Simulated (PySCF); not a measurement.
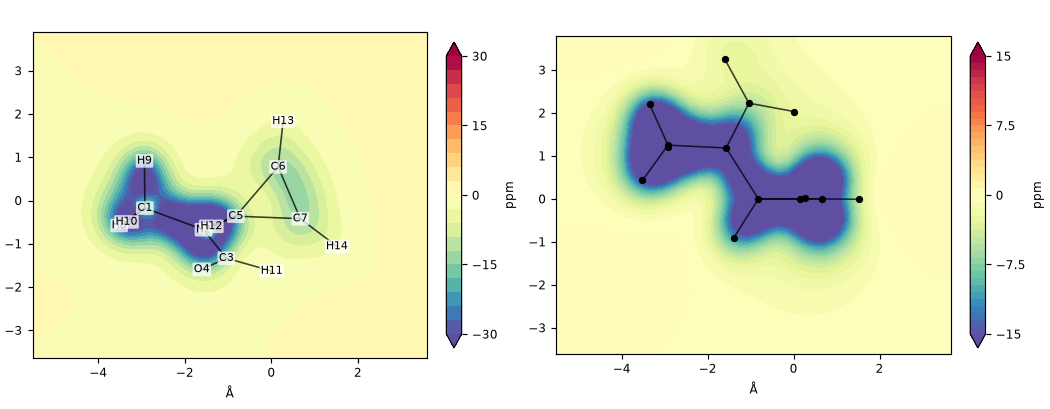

*C5H7NO, SMILES `CN(C=O)C1C=C1`. Isotropic NICS 1.0 Å above the plane of the 3-membered ring C5/C6/C7 (left) and isotropic NICS in a plane perpendicular to the same ring (right); GIAO shieldings; atoms are projected onto the map; negative values mean shielding.*

Computed with PySCF, B3LYP/def2-SVP, geometry: GFN2-xTB. No frequency check shows the geometry to be a minimum.

Input

```python
import numpy as np
from pyscf import gto, scf, dft
from pyscf.prop import nmr
from pyscf.data import nist

def solve(mol, dm0=None, hcore=None):
    mf = (dft.UKS if mol.spin else dft.RKS)(mol, xc='b3lyp')
    mf.grids.level = 3
    mf.conv_tol, mf.max_cycle = 1e-8, 80
    if hcore is not None:
        mf.get_hcore = lambda *args: hcore
    mf.kernel(dm0)
    if not mf.converged:
        mf = mf.newton().run(mf.mo_coeff, mf.mo_occ, max_cycle=30)
    assert mf.converged, 'SCF not converged'
    return mf

mol = gto.M(atom='''
C      1.04605     1.54594    -0.02010
N      0.35343     0.29294     0.17926
C      1.00679    -0.87128     0.03879
O      2.17972    -0.99562    -0.22426
C     -1.05568     0.36680     0.44864
C     -2.05031     0.14179    -0.65226
C     -1.93910    -0.81247     0.22719
H      0.96399     2.17165     0.87104
H      0.62754     2.08373    -0.87341
H      2.09315     1.31781    -0.21079
H      0.33726    -1.73726     0.19797
H     -1.26883     1.08210     1.24074
H     -2.47861     0.53393    -1.54094
H     -2.23280    -1.76228     0.60111
''', basis='def2-svp', charge=0, spin=0, verbose=4)
mf = solve(mol)
vxc = nmr.rks.get_vxc_giao  # smaller grid blocks
nmr.rks.get_vxc_giao = lambda *a, **k: vxc(*a, **{**k, 'max_memory': 300})
calc = nmr.RKS(mf)
calc.cphf = True
nuclei = calc.kernel()
mo1 = calc.mo10
# ring centres and points 1 angstrom above and below them
points = np.array([
    [-1.6817, -0.1013, 0.0079],
    [-0.9696, -0.5304, -0.5478],
    [-2.3938, 0.3278, 0.5635],
]) / nist.BOHR
mol.atom_coord = lambda i, unit='Bohr': points[i]
idx = range(len(points))
sigma = (calc.dia(shielding_nuc=idx) + calc.para(mo10=mo1, shielding_nuc=idx)[0]) * nist.ALPHA**2 * 1e6
for p, t in zip(points, sigma):
    print('NICS at %8.4f %8.4f %8.4f  %8.2f ppm' % (*(p * nist.BOHR), -t.trace() / 3))
occ = mf.mo_coeff[:, mf.mo_occ > 0]
dm1 = np.array([mf.mo_coeff @ (2 * x) @ occ.T for x in mo1])
np.savez('result.npz', sigma=sigma, nuclei=nuclei, dm0=mf.make_rdm1(), dm1=dm1, e=mf.e_tot, eps=mf.mo_energy, occ=mf.mo_occ)
```

Run with:

```sh
OMP_NUM_THREADS=1 python input.py
```

The run took 100 s on 1 thread of Intel(R) Xeon(R) Processor @ 2.50GHz (Skylake/Cascade Lake), with other jobs on the host, peak memory 0.88 GiB.

The script gives the values at the ring points; maps and scans were evaluated afterwards from its response orbitals, outside that time.

Question: Is the ring aromatic by this magnetic criterion?

Answer: It is shielded above its centre; in a three-membered ring σ bonds weigh heavily, so the values alone don't measure π aromaticity: NICS(0) = −28.4, NICS(1) = −6.7 and −8.4, NICS(1)zz = −13.4 and −18.9 (two faces) ppm.
